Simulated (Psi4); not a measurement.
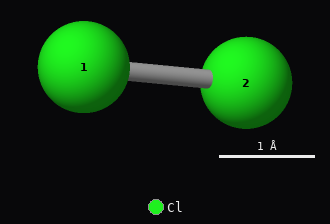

The structure (ball-and-stick view, seen at a tilt; atoms are numbered from 1 in the order of the input). Bond lengths as drawn: Cl–Cl 2.02 Å.

**Single-point calculation of Cl2**

System: Cl2.
Method: MP2/cc-pVTZ, RHF (Psi4 1.11).

The geometry comes from this level: GFN2-xTB.

What the program printed:
```
Psi4 1.11 release

   => Loading Basis Set <=

    Name: CC-PVTZ
    Role: ORBITAL
    Keyword: BASIS

         ---------------------------------------------------------
                                   SCF
                              RHF Reference
                        1 Threads,   1525 MiB Core
         ---------------------------------------------------------

  ==> Geometry <==

    Molecular point group: c1
    Full point group: D_inf_h

    Geometry (in Angstrom), charge = 0, multiplicity = 1:

       Center              X                  Y                   Z               Mass
    ------------   -----------------  -----------------  -----------------  -----------------
         CL           1.007806022109     0.000000000000     0.000000000000    34.968852682000
         CL          -1.007806022109    -0.000000000000    -0.000000000000    34.968852682000

  Running in c1 symmetry.

  Rotational constants: A = ************  B =      0.23732  C =      0.23732 [cm^-1]
  Rotational constants: A = ************  B =   7114.62349  C =   7114.62349 [MHz]
  Nuclear repulsion =   75.873834115185900

  Charge       = 0
  Multiplicity = 1
  Electrons    = 34
  Nalpha       = 17
  Nbeta        = 17

  ==> Algorithm <==

  SCF Algorithm Type is DF.
  DIIS enabled.
  MOM disabled.
  Fractional occupation disabled.
  Guess Type is SAD.
  Energy threshold   = 1.00e-08
  Density threshold  = 1.00e-08
  Integral threshold = 1.00e-12

  ==> Primary Basis <==

  Basis Set: CC-PVTZ
    Blend: CC-PVTZ
    Number of shells: 24
    Number of basis functions: 68
    Number of Cartesian functions: 78
    Spherical Harmonics?: true
    Max angular momentum: 3

   => Loading Basis Set <=

    Name: (CC-PVTZ AUX)
    Role: JKFIT
    Keyword: DF_BASIS_SCF

  ==> Integral Setup <==

  DFHelper Memory: AOs need 0.010 GiB; user supplied 1.118 GiB.
  SCF_SUBTYPE=INCORE selected. In-core MEM_DF algorithm will be used.
  Using in-core AOs.

  ==> MemDFJK: Density-Fitted J/K Matrices <==

    J tasked:                   Yes
    K tasked:                   Yes
    wK tasked:                   No
    Memory [MiB]:              1144
    Algorithm:                 Core
    Schwarz Cutoff:           1E-12
    Mask sparsity (%):       0.0000
    Fitting Condition:        1E-10

   => Auxiliary Basis Set <=

  Basis Set: (CC-PVTZ AUX)
    Blend: CC-PVTZ-JKFIT
    Number of shells: 74
    Number of basis functions: 242
    Number of Cartesian functions: 290
    Spherical Harmonics?: true
    Max angular momentum: 4

  Minimum eigenvalue in the overlap matrix is 7.2309667208E-03.
  Reciprocal condition number of the overlap matrix is 2.1650412826E-03.
    Using symmetric orthogonalization.

  ==> Pre-Iterations <==

  SCF Guess: Superposition of Atomic Densities via on-the-fly atomic UHF (no occupation information).

   -------------------------
    Irrep   Nso     Nmo
   -------------------------
     A         68      68
   -------------------------
    Total      68      68
   -------------------------

  ==> Iterations <==

                           Total Energy        Delta E     RMS |[F,P]|

   @DF-RHF iter SAD:  -918.78074375390963   -9.18781e+02   0.00000e+00
   @DF-RHF iter   1:  -918.98300064654666   -2.02257e-01   2.55443e-03 DIIS/ADIIS
   @DF-RHF iter   2:  -918.99616829343620   -1.31676e-02   9.30284e-04 DIIS/ADIIS/DAMP=30%
   @DF-RHF iter   3:  -919.05178322051836   -5.56149e-02   2.73345e-04 DIIS/ADIIS/DAMP=30%
   @DF-RHF iter   4:  -918.99453678258499    5.72464e-02   1.83703e-04 DIIS/ADIIS/DAMP=30%
   @DF-RHF iter   5:  -919.00939566028285   -1.48589e-02   3.14228e-05 DIIS/DAMP=30%
   @DF-RHF iter   6:  -918.99909635276799    1.02993e-02   1.67771e-05 DIIS/DAMP=30%
   @DF-RHF iter   7:  -918.99888766700553    2.08686e-04   1.19914e-05 DIIS/DAMP=30%
   @DF-RHF iter   8:  -918.99856977595255    3.17891e-04   6.44849e-06 DIIS/DAMP=30%
   @DF-RHF iter   9:  -918.99856614823807    3.62771e-06   2.09335e-06 DIIS/DAMP=30%
   @DF-RHF iter  10:  -918.99838714335442    1.79005e-04   6.11037e-07 DIIS/DAMP=30%
   @DF-RHF iter  11:  -918.99831481235424    7.23310e-05   5.55574e-07 DIIS/DAMP=30%
   @DF-RHF iter  12:  -918.99829578912147    1.90232e-05   2.72738e-07 DIIS/DAMP=30%
   @DF-RHF iter  13:  -918.99827519285327    2.05963e-05   1.12809e-07 DIIS/DAMP=30%
   @DF-RHF iter  14:  -918.99826478611828    1.04067e-05   9.63039e-08 DIIS/DAMP=30%
   @DF-RHF iter  15:  -918.99826604881093   -1.26269e-06   3.36553e-08 DIIS/DAMP=30%
   @DF-RHF iter  16:  -918.99826902569941   -2.97689e-06   6.05840e-08 DIIS/DAMP=30%
   @DF-RHF iter  17:  -918.99826860005885    4.25641e-07   5.25532e-08 DIIS/DAMP=30%
   @DF-RHF iter  18:  -918.99826929891788   -6.98859e-07   2.83622e-08 DIIS/DAMP=30%
   @DF-RHF iter  19:  -918.99826925143361    4.74843e-08   8.20827e-09 DIIS/DAMP=30%
   @DF-RHF iter  20:  -918.99826924189585    9.53776e-09   2.46461e-09 DIIS/DAMP=30%
  Energy and wave function converged.

  ==> Post-Iterations <==

    Orbital Energies [Eh]
    ---------------------

    Doubly Occupied:

       1A   -104.899506     2A   -104.899504     3A    -10.620504
       4A    -10.620353     5A     -8.087463     6A     -8.087244
       7A     -8.084362     8A     -8.084362     9A     -8.084354
      10A     -8.084354    11A     -1.210741    12A     -1.017359
      13A     -0.591582    14A     -0.565621    15A     -0.565621
      16A     -0.445907    17A     -0.445907

    Virtual:

      18A      0.032939    19A      0.397165    20A      0.425828
      21A      0.461602    22A      0.461602    23A      0.501038
      24A      0.501038    25A      0.514524    26A      0.514524
      27A      0.542091    28A      0.578400    29A      0.578400
      30A      0.689529    31A      0.689529    32A      0.786139
      33A      0.845390    34A      0.907815    35A      0.907815
      36A      1.299057    37A      2.083337    38A      2.116325
      39A      2.116325    40A      2.140551    41A      2.140551
      42A      2.223881    43A      2.223881    44A      2.235223
      45A      2.235223    46A      2.263336    47A      2.263336
      48A      2.266652    49A      2.266652    50A      2.293642
      51A      2.363830    52A      2.363830    53A      2.403282
      54A      2.403282    55A      2.519685    56A      2.519685
      57A      2.526611    58A      2.529761    59A      2.545922
      60A      2.545922    61A      2.560533    62A      2.560533
      63A      2.769827    64A      3.080753    65A      3.080753
      66A      4.038022    67A      4.554295    68A      5.202226

    Final Occupation by Irrep:
              A
    DOCC [    17 ]
    NA   [    17 ]
    NB   [    17 ]

  @DF-RHF Final Energy:  -918.99826924189585

   => Energetics <=

    Nuclear Repulsion Energy =             75.8738341151859004
    One-Electron Energy =               -1420.9547177870306314
    Two-Electron Energy =                 426.0826144299488760
    Total Energy =                       -918.9982692418958550

Computation Completed

Properties will be evaluated at   0.000000,   0.000000,   0.000000 [a0]

Properties computed using the SCF density matrix

 Multipole Moments:

 ------------------------------------------------------------------------------------
     Multipole            Electronic (a.u.)      Nuclear  (a.u.)        Total (a.u.)
 ------------------------------------------------------------------------------------

 L = 1.  Multiply by 2.5417464519 to convert [e a0] to [Debye]
 Dipole X            :          0.0000000            0.0000000            0.0000000
 Dipole Y            :          0.0000000            0.0000000            0.0000000
 Dipole Z            :         -0.0000000            0.0000000           -0.0000000
 Magnitude           :                                                    0.0000000

 ------------------------------------------------------------------------------------

	total time  =          1 seconds =       0.02 minutes

  //>>>>>>>>>>>>>>>>>>>>>>>>>>>>>>>>>>>//
  //               DFMP2               //
  //<<<<<<<<<<<<<<<<<<<<<<<<<<<<<<<<<<<//

   => Loading Basis Set <=

    Name: (CC-PVTZ AUX)
    Role: RIFIT
    Keyword: DF_BASIS_MP2

	 --------------------------------------------------------
	                          DF-MP2
	      2nd-Order Density-Fitted Moller-Plesset Theory
	              RMP2 Wavefunction,   1 Threads

	 --------------------------------------------------------

   => Auxiliary Basis Set <=

  Basis Set: (CC-PVTZ AUX)
    Blend: CC-PVTZ-RI
    Number of shells: 64
    Number of basis functions: 244
    Number of Cartesian functions: 312
    Spherical Harmonics?: true
    Max angular momentum: 4

	 --------------------------------------------------------
	                 NBF =    68, NAUX =   244
	 --------------------------------------------------------
	   CLASS    FOCC     OCC    AOCC    AVIR     VIR    FVIR
	   PAIRS      10      17       7      51      51       0
	 --------------------------------------------------------

	-----------------------------------------------------------
	 ==================> DF-MP2 Energies <====================
	-----------------------------------------------------------
	 Reference Energy          =    -918.9982692418958550 [Eh]
	 Singles Energy            =      -0.0000000000000000 [Eh]
	 Same-Spin Energy          =      -0.0932610767073960 [Eh]
	 Opposite-Spin Energy      =      -0.2849531870142158 [Eh]
	 Correlation Energy        =      -0.3782142637216118 [Eh]
	 Total Energy              =    -919.3764835056174434 [Eh]
	-----------------------------------------------------------
	 ================> DF-SCS-MP2 Energies <==================
	-----------------------------------------------------------
	 SCS Same-Spin Scale       =       0.3333333333333333 [-]
	 SCS Opposite-Spin Scale   =       1.2000000000000000 [-]
	 SCS Same-Spin Energy      =      -0.0310870255691320 [Eh]
	 SCS Opposite-Spin Energy  =      -0.3419438244170590 [Eh]
	 SCS Correlation Energy    =      -0.3730308499861910 [Eh]
	 SCS Total Energy          =    -919.3713000918820626 [Eh]
	-----------------------------------------------------------

	total time  =          0 seconds =       0.00 minutes

    Psi4 run time: 0:00:01.34
```

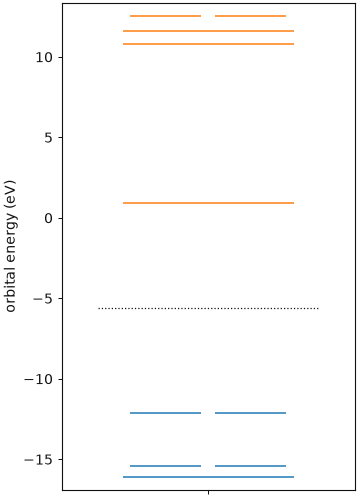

Orbital energies near the frontier (SCF reference); the dotted line parts filled from empty levels, and levels within 0.02 eV of each other stand side by side. Highest filled −12.13 eV, lowest empty 0.90 eV, 13.03 eV apart.

This output came from the following input.

The input (calc.dat):
```
memory 1.6 GB

molecule system {
  0 1
  Cl     0.859850    -0.286310     0.440860
  Cl    -0.859850     0.286310    -0.440860
  symmetry c1
}

set {
  basis cc-pVTZ
  scf_type df
  num_frozen_docc 10
  damping_percentage 30
}

e = energy("mp2")
```

Command:
```bash
psi4 -n 1 calc.dat calc.out
```

Summary:

```json
{"quantity": "outcome", "value": "converged"}
{"quantity": "total energy", "value": "−919.376484 hartree"}
{"quantity": "SCF energy", "value": "−918.998269 hartree"}
{"quantity": "MP2 energy", "value": "−919.376484 hartree"}
{"quantity": "correlation energy", "value": "−0.378214 hartree"}
{"quantity": "basis functions", "value": "68"}
{"quantity": "HOMO of the SCF reference", "value": "−12.13 eV"}
{"quantity": "LUMO of the SCF reference", "value": "0.90 eV"}
{"quantity": "hardware", "value": "1 thread of Intel Xeon (Granite Rapids), 128 GiB of memory available, shared host"}
{"quantity": "wall time", "value": "2.4 s"}
{"quantity": "peak memory", "value": "0.27 GiB"}
```
